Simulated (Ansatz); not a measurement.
## GeH3BrClF: molecular dynamics (part 1 of 4)

The run: molecular dynamics of GeH3BrClF. Method and program: RKS B3LYP/def2-SVP (Ansatz 0.2.0).

It belongs to a series of runs on one base structure; here: dynamics from the highest image of the converged band.

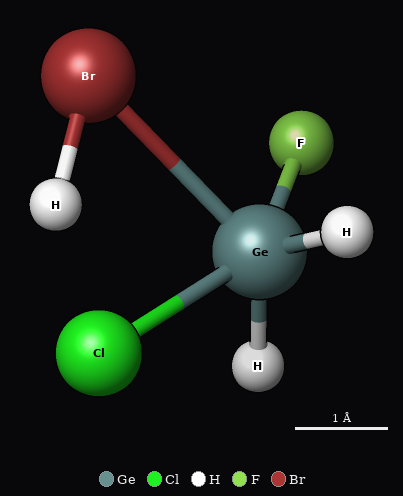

*The structure as given in the input (ball-and-stick view, seen at a tilt). Sticks mark near contacts.*

Bond lengths as drawn: Br–Ge 2.75 Å, Br–H 1.60 Å, Cl–Ge 2.50 Å, F–Ge 1.76 Å and Ge–H 1.53 Å.

## Summary

| quantity | value |
| --- | --- |
| outcome | finished |
| mean temperature over the second half | 1458 K |
| trajectory | 200 steps, 100 fs |
| ensemble | nve |
| temperature in the input | 300.0 K |
| time step | 0.5 fs |
| potential energy (last step) | −141835.3841 eV |
| mean-field energy (last step) | −141835.3841 eV |
| largest force (length of the vector) (last step) | 4.112 eV/Å |
| hardware | 4 threads of Intel Xeon (Sapphire Rapids), 16 GiB of memory available, shared host |
| wall time | 6.1 min (CPU time 22 min) |
| peak memory | 0.31 GiB |

## Notes

So short a trajectory is not equilibrated.

## Input file
```yaml
crystal:
  periodic: [false, false, false]
  atoms:
    - { symbol: Ge, position_ang: [-0.115296, 0.013788, -0.019553] }
    - { symbol: Cl, position_ang: [-0.014972, 0.649539, 2.392199] }
    - { symbol: H, position_ang: [1.304312, -0.538929, 0.139625] }
    - { symbol: H, position_ang: [-0.444564, 1.425344, -0.500534] }
    - { symbol: F, position_ang: [-0.681588, -1.061937, -1.285771] }
    - { symbol: Br, position_ang: [-2.545746, -0.644651, 1.083752] }
    - { symbol: H, position_ang: [-1.579746, 0.050747, 2.155382] }
basis:
  gaussian: { orbitals: def2-SVP }
hamiltonian:
  xc: b3lyp
md:
  timestep: 0.5
  n_steps: 200
  ensemble: nve
  temperature: 300.0
  initial_velocities: maxwell_boltzmann
  seed: 3146
```

Run as:
```bash
ansatz run input.yaml --threads 4 --pin off --max-ram 5120MiB --backend cpu --events-out ev --progress --plain --runs-dir out
```

## The program's output
```
Engine: ansatz 0.2.0, x86_64-unknown-linux-gnu
Functional definition: B3LYP
  parameter a0 = 0.2
  parameter ax = 0.72
  parameter ac = 0.81
  exchange = (1 - a0 - ax)*slater_x + ax*b88_x + a0*exact_x
  correlation = (1 - ac)*vwn_rpa_c + ac*lyp_c
1143 factors; integrals over basis functions are off by at most 3.9e-4 eV
mean field evaluation 1: about -141832.0011 eV, gradient 3.9e1 eV
mean field evaluation 2: about -141823.4937 eV, gradient 8.3e1 eV
mean field evaluation 4: about -141834.4171 eV, gradient 3.4e0 eV
mean field evaluation 8: about -141834.4426 eV, gradient 1.5e-1 eV
mean field evaluation 16: about -141834.4426 eV, gradient 3.5e-5 eV
mean field -141834.44263621 eV, -5212.3196280426 hartree, gradient 3.5e-5 eV, S^2 0.000000; 0 other end points of the search recorded, 0 dependent functions left out
the calculation of the forces begins
reference -141834.44287457 eV, -5212.3196368020 hartree; 48, 48 occupied and 63, 63 virtual orbitals, 1143 factors
md step     0: t =     0.00 fs  T =   300.0 K  F+E_penalty+E_count = -141834.44263621 eV  E_kin = 0.193890 eV  conserved = -141834.24874621 eV  (27 SCF iters)
these checks for a lower state are left out or cut short: starts, cluster_reference, orbital_swaps, neighbouring_geometries, increment
1143 factors; integrals over basis functions are off by at most 3.9e-4 eV
mean field -141834.43988742 eV, -5212.3195270262 hartree, gradient 6.2e-6 eV, S^2 0.000000; 0 other end points of the search recorded, 0 dependent functions left out
the calculation of the forces begins
reference -141834.44012614 eV, -5212.3195357992 hartree; 48, 48 occupied and 63, 63 virtual orbitals, 1143 factors
md step     1: t =     0.50 fs  T =   295.8 K  F+E_penalty+E_count = -141834.43988742 eV  E_kin = 0.191193 eV  conserved = -141834.24869438 eV  (30 SCF iters)
[... from here on the SCF iterations and repeated set-up lines of each step are left out, up to the last step ...]
md step     2: t =     1.00 fs  T =   283.0 K  F+E_penalty+E_count = -141834.43152041 eV  E_kin = 0.182918 eV  conserved = -141834.24860222 eV  (30 SCF iters)
md step     3: t =     1.50 fs  T =   263.7 K  F+E_penalty+E_count = -141834.41889516 eV  E_kin = 0.170406 eV  conserved = -141834.24848945 eV  (30 SCF iters)
md step     4: t =     2.00 fs  T =   240.4 K  F+E_penalty+E_count = -141834.40373111 eV  E_kin = 0.155359 eV  conserved = -141834.24837209 eV  (30 SCF iters)
md step     5: t =     2.50 fs  T =   216.0 K  F+E_penalty+E_count = -141834.38784217 eV  E_kin = 0.139578 eV  conserved = -141834.24826430 eV  (30 SCF iters)
md step     6: t =     3.00 fs  T =   193.0 K  F+E_penalty+E_count = -141834.37291873 eV  E_kin = 0.124742 eV  conserved = -141834.24817665 eV  (30 SCF iters)
md step     7: t =     3.50 fs  T =   173.7 K  F+E_penalty+E_count = -141834.36036606 eV  E_kin = 0.112254 eV  conserved = -141834.24811229 eV  (24 SCF iters)
md step     8: t =     4.00 fs  T =   159.6 K  F+E_penalty+E_count = -141834.35120743 eV  E_kin = 0.103131 eV  conserved = -141834.24807614 eV  (24 SCF iters)
md step     9: t =     4.50 fs  T =   151.5 K  F+E_penalty+E_count = -141834.34601560 eV  E_kin = 0.097946 eV  conserved = -141834.24807007 eV  (24 SCF iters)
md step    10: t =     5.00 fs  T =   149.8 K  F+E_penalty+E_count = -141834.34488415 eV  E_kin = 0.096790 eV  conserved = -141834.24809418 eV  (24 SCF iters)
md step    11: t =     5.50 fs  T =   153.6 K  F+E_penalty+E_count = -141834.34742618 eV  E_kin = 0.099279 eV  conserved = -141834.24814685 eV  (24 SCF iters)
md step    12: t =     6.00 fs  T =   161.8 K  F+E_penalty+E_count = -141834.35279980 eV  E_kin = 0.104577 eV  conserved = -141834.24822298 eV  (24 SCF iters)
md step    13: t =     6.50 fs  T =   172.5 K  F+E_penalty+E_count = -141834.35977700 eV  E_kin = 0.111457 eV  conserved = -141834.24832050 eV  (24 SCF iters)
md step    14: t =     7.00 fs  T =   183.2 K  F+E_penalty+E_count = -141834.36683633 eV  E_kin = 0.118409 eV  conserved = -141834.24842714 eV  (30 SCF iters)
md step    15: t =     7.50 fs  T =   191.6 K  F+E_penalty+E_count = -141834.37233177 eV  E_kin = 0.123802 eV  conserved = -141834.24853026 eV  (30 SCF iters)
md step    16: t =     8.00 fs  T =   195.1 K  F+E_penalty+E_count = -141834.37470607 eV  E_kin = 0.126094 eV  conserved = -141834.24861236 eV  (30 SCF iters)
md step    17: t =     8.50 fs  T =   192.0 K  F+E_penalty+E_count = -141834.37276227 eV  E_kin = 0.124107 eV  conserved = -141834.24865563 eV  (30 SCF iters)
md step    18: t =     9.00 fs  T =   181.5 K  F+E_penalty+E_count = -141834.36594836 eV  E_kin = 0.117306 eV  conserved = -141834.24864231 eV  (30 SCF iters)
md step    19: t =     9.50 fs  T =   164.1 K  F+E_penalty+E_count = -141834.35460625 eV  E_kin = 0.106042 eV  conserved = -141834.24856451 eV  (28 SCF iters)
md step    20: t =    10.00 fs  T =   141.8 K  F+E_penalty+E_count = -141834.34008169 eV  E_kin = 0.091654 eV  conserved = -141834.24842810 eV  (30 SCF iters)
md step    21: t =    10.50 fs  T =   118.1 K  F+E_penalty+E_count = -141834.32461169 eV  E_kin = 0.076355 eV  conserved = -141834.24825708 eV  (30 SCF iters)
md step    22: t =    11.00 fs  T =    97.2 K  F+E_penalty+E_count = -141834.31093731 eV  E_kin = 0.062846 eV  conserved = -141834.24809146 eV  (24 SCF iters)
md step    23: t =    11.50 fs  T =    83.1 K  F+E_penalty+E_count = -141834.30168528 eV  E_kin = 0.053710 eV  conserved = -141834.24797490 eV  (26 SCF iters)
md step    24: t =    12.00 fs  T =    78.5 K  F+E_penalty+E_count = -141834.29868706 eV  E_kin = 0.050745 eV  conserved = -141834.24794174 eV  (25 SCF iters)
md step    25: t =    12.50 fs  T =    84.3 K  F+E_penalty+E_count = -141834.30245901 eV  E_kin = 0.054457 eV  conserved = -141834.24800234 eV  (26 SCF iters)
md step    26: t =    13.00 fs  T =    98.9 K  F+E_penalty+E_count = -141834.31204828 eV  E_kin = 0.063909 eV  conserved = -141834.24813887 eV  (26 SCF iters)
md step    27: t =    13.50 fs  T =   119.1 K  F+E_penalty+E_count = -141834.32530474 eV  E_kin = 0.076993 eV  conserved = -141834.24831162 eV  (31 SCF iters)
md step    28: t =    14.00 fs  T =   140.8 K  F+E_penalty+E_count = -141834.33947418 eV  E_kin = 0.090997 eV  conserved = -141834.24847766 eV  (30 SCF iters)
md step    29: t =    14.50 fs  T =   159.8 K  F+E_penalty+E_count = -141834.35187812 eV  E_kin = 0.103278 eV  conserved = -141834.24860045 eV  (30 SCF iters)
md step    30: t =    15.00 fs  T =   173.0 K  F+E_penalty+E_count = -141834.36047820 eV  E_kin = 0.111817 eV  conserved = -141834.24866102 eV  (30 SCF iters)
md step    31: t =    15.50 fs  T =   178.8 K  F+E_penalty+E_count = -141834.36418598 eV  E_kin = 0.115527 eV  conserved = -141834.24865870 eV  (30 SCF iters)
md step    32: t =    16.00 fs  T =   176.9 K  F+E_penalty+E_count = -141834.36290473 eV  E_kin = 0.114301 eV  conserved = -141834.24860408 eV  (30 SCF iters)
md step    33: t =    16.50 fs  T =   168.4 K  F+E_penalty+E_count = -141834.35737674 eV  E_kin = 0.108862 eV  conserved = -141834.24851465 eV  (30 SCF iters)
md step    34: t =    17.00 fs  T =   155.5 K  F+E_penalty+E_count = -141834.34892278 eV  E_kin = 0.100515 eV  conserved = -141834.24840792 eV  (30 SCF iters)
md step    35: t =    17.50 fs  T =   140.6 K  F+E_penalty+E_count = -141834.33916293 eV  E_kin = 0.090862 eV  conserved = -141834.24830055 eV  (31 SCF iters)
md step    36: t =    18.00 fs  T =   126.2 K  F+E_penalty+E_count = -141834.32976191 eV  E_kin = 0.081558 eV  conserved = -141834.24820423 eV  (26 SCF iters)
md step    37: t =    18.50 fs  T =   114.7 K  F+E_penalty+E_count = -141834.32223317 eV  E_kin = 0.074104 eV  conserved = -141834.24812887 eV  (26 SCF iters)
md step    38: t =    19.00 fs  T =   107.9 K  F+E_penalty+E_count = -141834.31778966 eV  E_kin = 0.069713 eV  conserved = -141834.24807707 eV  (26 SCF iters)
md step    39: t =    19.50 fs  T =   107.1 K  F+E_penalty+E_count = -141834.31725761 eV  E_kin = 0.069204 eV  conserved = -141834.24805376 eV  (27 SCF iters)
md step    40: t =    20.00 fs  T =   112.9 K  F+E_penalty+E_count = -141834.32101307 eV  E_kin = 0.072953 eV  conserved = -141834.24805986 eV  (25 SCF iters)
md step    41: t =    20.50 fs  T =   125.1 K  F+E_penalty+E_count = -141834.32895897 eV  E_kin = 0.080863 eV  conserved = -141834.24809558 eV  (25 SCF iters)
md step    42: t =    21.00 fs  T =   142.9 K  F+E_penalty+E_count = -141834.34052367 eV  E_kin = 0.092366 eV  conserved = -141834.24815796 eV  (25 SCF iters)
md step    43: t =    21.50 fs  T =   164.7 K  F+E_penalty+E_count = -141834.35469719 eV  E_kin = 0.106451 eV  conserved = -141834.24824619 eV  (25 SCF iters)
md step    44: t =    22.00 fs  T =   188.4 K  F+E_penalty+E_count = -141834.37008929 eV  E_kin = 0.121737 eV  conserved = -141834.24835180 eV  (30 SCF iters)
md step    45: t =    22.50 fs  T =   211.3 K  F+E_penalty+E_count = -141834.38505012 eV  E_kin = 0.136586 eV  conserved = -141834.24846457 eV  (30 SCF iters)
md step    46: t =    23.00 fs  T =   231.0 K  F+E_penalty+E_count = -141834.39784038 eV  E_kin = 0.149270 eV  conserved = -141834.24856994 eV  (30 SCF iters)
md step    47: t =    23.50 fs  T =   244.8 K  F+E_penalty+E_count = -141834.40686537 eV  E_kin = 0.158215 eV  conserved = -141834.24865038 eV  (30 SCF iters)
md step    48: t =    24.00 fs  T =   251.1 K  F+E_penalty+E_count = -141834.41095507 eV  E_kin = 0.162268 eV  conserved = -141834.24868678 eV  (30 SCF iters)
md step    49: t =    24.50 fs  T =   249.1 K  F+E_penalty+E_count = -141834.40965392 eV  E_kin = 0.160990 eV  conserved = -141834.24866406 eV  (30 SCF iters)
md step    50: t =    25.00 fs  T =   239.6 K  F+E_penalty+E_count = -141834.40344391 eV  E_kin = 0.154868 eV  conserved = -141834.24857617 eV  (30 SCF iters)
md step    51: t =    25.50 fs  T =   224.9 K  F+E_penalty+E_count = -141834.39381072 eV  E_kin = 0.145377 eV  conserved = -141834.24843407 eV  (30 SCF iters)
md step    52: t =    26.00 fs  T =   208.6 K  F+E_penalty+E_count = -141834.38305936 eV  E_kin = 0.134793 eV  conserved = -141834.24826684 eV  (30 SCF iters)
md step    53: t =    26.50 fs  T =   194.6 K  F+E_penalty+E_count = -141834.37385591 eV  E_kin = 0.125740 eV  conserved = -141834.24811599 eV  (30 SCF iters)
md step    54: t =    27.00 fs  T =   186.5 K  F+E_penalty+E_count = -141834.36857827 eV  E_kin = 0.120554 eV  conserved = -141834.24802464 eV  (31 SCF iters)
md step    55: t =    27.50 fs  T =   186.7 K  F+E_penalty+E_count = -141834.36866152 eV  E_kin = 0.120641 eV  conserved = -141834.24802064 eV  (31 SCF iters)
md step    56: t =    28.00 fs  T =   195.1 K  F+E_penalty+E_count = -141834.37417713 eV  E_kin = 0.126072 eV  conserved = -141834.24810548 eV  (31 SCF iters)
md step    57: t =    28.50 fs  T =   209.7 K  F+E_penalty+E_count = -141834.38381113 eV  E_kin = 0.135559 eV  conserved = -141834.24825263 eV  (31 SCF iters)
md step    58: t =    29.00 fs  T =   227.2 K  F+E_penalty+E_count = -141834.39525447 eV  E_kin = 0.146833 eV  conserved = -141834.24842119 eV  (27 SCF iters)
md step    59: t =    29.50 fs  T =   243.3 K  F+E_penalty+E_count = -141834.40583963 eV  E_kin = 0.157272 eV  conserved = -141834.24856805 eV  (31 SCF iters)
md step    60: t =    30.00 fs  T =   254.6 K  F+E_penalty+E_count = -141834.41320282 eV  E_kin = 0.164540 eV  conserved = -141834.24866234 eV  (31 SCF iters)
md step    61: t =    30.50 fs  T =   258.5 K  F+E_penalty+E_count = -141834.41576915 eV  E_kin = 0.167078 eV  conserved = -141834.24869117 eV  (31 SCF iters)
md step    62: t =    31.00 fs  T =   254.2 K  F+E_penalty+E_count = -141834.41297049 eV  E_kin = 0.164312 eV  conserved = -141834.24865813 eV  (31 SCF iters)
md step    63: t =    31.50 fs  T =   242.4 K  F+E_penalty+E_count = -141834.40521256 eV  E_kin = 0.156635 eV  conserved = -141834.24857725 eV  (31 SCF iters)
md step    64: t =    32.00 fs  T =   224.7 K  F+E_penalty+E_count = -141834.39367139 eV  E_kin = 0.145204 eV  conserved = -141834.24846744 eV  (31 SCF iters)
md step    65: t =    32.50 fs  T =   203.7 K  F+E_penalty+E_count = -141834.38000796 eV  E_kin = 0.131661 eV  conserved = -141834.24834657 eV  (31 SCF iters)
md step    66: t =    33.00 fs  T =   182.3 K  F+E_penalty+E_count = -141834.36607877 eV  E_kin = 0.117847 eV  conserved = -141834.24823147 eV  (31 SCF iters)
md step    67: t =    33.50 fs  T =   163.3 K  F+E_penalty+E_count = -141834.35367639 eV  E_kin = 0.105542 eV  conserved = -141834.24813423 eV  (31 SCF iters)
md step    68: t =    34.00 fs  T =   148.9 K  F+E_penalty+E_count = -141834.34433004 eV  E_kin = 0.096265 eV  conserved = -141834.24806507 eV  (25 SCF iters)
md step    69: t =    34.50 fs  T =   141.0 K  F+E_penalty+E_count = -141834.33915515 eV  E_kin = 0.091129 eV  conserved = -141834.24802617 eV  (25 SCF iters)
md step    70: t =    35.00 fs  T =   140.4 K  F+E_penalty+E_count = -141834.33877272 eV  E_kin = 0.090751 eV  conserved = -141834.24802137 eV  (25 SCF iters)
md step    71: t =    35.50 fs  T =   147.3 K  F+E_penalty+E_count = -141834.34326178 eV  E_kin = 0.095211 eV  conserved = -141834.24805054 eV  (24 SCF iters)
md step    72: t =    36.00 fs  T =   161.0 K  F+E_penalty+E_count = -141834.35216033 eV  E_kin = 0.104050 eV  conserved = -141834.24810988 eV  (24 SCF iters)
md step    73: t =    36.50 fs  T =   180.0 K  F+E_penalty+E_count = -141834.36451083 eV  E_kin = 0.116313 eV  conserved = -141834.24819768 eV  (24 SCF iters)
md step    74: t =    37.00 fs  T =   202.1 K  F+E_penalty+E_count = -141834.37892998 eV  E_kin = 0.130625 eV  conserved = -141834.24830524 eV  (24 SCF iters)
md step    75: t =    37.50 fs  T =   224.8 K  F+E_penalty+E_count = -141834.39373577 eV  E_kin = 0.145313 eV  conserved = -141834.24842240 eV  (30 SCF iters)
md step    76: t =    38.00 fs  T =   245.4 K  F+E_penalty+E_count = -141834.40711683 eV  E_kin = 0.158582 eV  conserved = -141834.24853512 eV  (30 SCF iters)
md step    77: t =    38.50 fs  T =   261.1 K  F+E_penalty+E_count = -141834.41735905 eV  E_kin = 0.168733 eV  conserved = -141834.24862652 eV  (27 SCF iters)
md step    78: t =    39.00 fs  T =   269.9 K  F+E_penalty+E_count = -141834.42311867 eV  E_kin = 0.174441 eV  conserved = -141834.24867736 eV  (30 SCF iters)
md step    79: t =    39.50 fs  T =   270.8 K  F+E_penalty+E_count = -141834.42371745 eV  E_kin = 0.175047 eV  conserved = -141834.24867054 eV  (30 SCF iters)
md step    80: t =    40.00 fs  T =   264.3 K  F+E_penalty+E_count = -141834.41939728 eV  E_kin = 0.170801 eV  conserved = -141834.24859652 eV  (30 SCF iters)
md step    81: t =    40.50 fs  T =   252.2 K  F+E_penalty+E_count = -141834.41144732 eV  E_kin = 0.162987 eV  conserved = -141834.24846013 eV  (30 SCF iters)
md step    82: t =    41.00 fs  T =   238.0 K  F+E_penalty+E_count = -141834.40210805 eV  E_kin = 0.153823 eV  conserved = -141834.24828497 eV  (30 SCF iters)
md step    83: t =    41.50 fs  T =   226.0 K  F+E_penalty+E_count = -141834.39419475 eV  E_kin = 0.146085 eV  conserved = -141834.24810943 eV  (25 SCF iters)
md step    84: t =    42.00 fs  T =   220.5 K  F+E_penalty+E_count = -141834.39048716 eV  E_kin = 0.142508 eV  conserved = -141834.24797937 eV  (25 SCF iters)
md step    85: t =    42.50 fs  T =   224.5 K  F+E_penalty+E_count = -141834.39303191 eV  E_kin = 0.145101 eV  conserved = -141834.24793076 eV  (25 SCF iters)
md step    86: t =    43.00 fs  T =   239.2 K  F+E_penalty+E_count = -141834.40259605 eV  E_kin = 0.154620 eV  conserved = -141834.24797585 eV  (25 SCF iters)
md step    87: t =    43.50 fs  T =   263.6 K  F+E_penalty+E_count = -141834.41847618 eV  E_kin = 0.170377 eV  conserved = -141834.24809945 eV  (25 SCF iters)
md step    88: t =    44.00 fs  T =   294.7 K  F+E_penalty+E_count = -141834.43872926 eV  E_kin = 0.190465 eV  conserved = -141834.24826415 eV  (25 SCF iters)
md step    89: t =    44.50 fs  T =   328.5 K  F+E_penalty+E_count = -141834.46073042 eV  E_kin = 0.212301 eV  conserved = -141834.24842914 eV  (31 SCF iters)
md step    90: t =    45.00 fs  T =   360.9 K  F+E_penalty+E_count = -141834.48182561 eV  E_kin = 0.233267 eV  conserved = -141834.24855855 eV  (31 SCF iters)
md step    91: t =    45.50 fs  T =   388.8 K  F+E_penalty+E_count = -141834.49988339 eV  E_kin = 0.251250 eV  conserved = -141834.24863367 eV  (31 SCF iters)
md step    92: t =    46.00 fs  T =   410.0 K  F+E_penalty+E_count = -141834.51360349 eV  E_kin = 0.264952 eV  conserved = -141834.24865196 eV  (31 SCF iters)
md step    93: t =    46.50 fs  T =   423.9 K  F+E_penalty+E_count = -141834.52257700 eV  E_kin = 0.273954 eV  conserved = -141834.24862301 eV  (31 SCF iters)
md step    94: t =    47.00 fs  T =   431.1 K  F+E_penalty+E_count = -141834.52716150 eV  E_kin = 0.278600 eV  conserved = -141834.24856116 eV  (31 SCF iters)
md step    95: t =    47.50 fs  T =   432.9 K  F+E_penalty+E_count = -141834.52826841 eV  E_kin = 0.279788 eV  conserved = -141834.24848067 eV  (31 SCF iters)
md step    96: t =    48.00 fs  T =   431.3 K  F+E_penalty+E_count = -141834.52714018 eV  E_kin = 0.278747 eV  conserved = -141834.24839293 eV  (27 SCF iters)
md step    97: t =    48.50 fs  T =   428.4 K  F+E_penalty+E_count = -141834.52516476 eV  E_kin = 0.276859 eV  conserved = -141834.24830597 eV  (31 SCF iters)
md step    98: t =    49.00 fs  T =   426.3 K  F+E_penalty+E_count = -141834.52374257 eV  E_kin = 0.275516 eV  conserved = -141834.24822670 eV  (31 SCF iters)
md step    99: t =    49.50 fs  T =   427.1 K  F+E_penalty+E_count = -141834.52418632 eV  E_kin = 0.276030 eV  conserved = -141834.24815594 eV  (31 SCF iters)
md step   100: t =    50.00 fs  T =   432.5 K  F+E_penalty+E_count = -141834.52765311 eV  E_kin = 0.279553 eV  conserved = -141834.24810027 eV  (31 SCF iters)
md step   101: t =    50.50 fs  T =   444.0 K  F+E_penalty+E_count = -141834.53505005 eV  E_kin = 0.286984 eV  conserved = -141834.24806607 eV  (25 SCF iters)
md step   102: t =    51.00 fs  T =   462.4 K  F+E_penalty+E_count = -141834.54692635 eV  E_kin = 0.298865 eV  conserved = -141834.24806178 eV  (25 SCF iters)
```
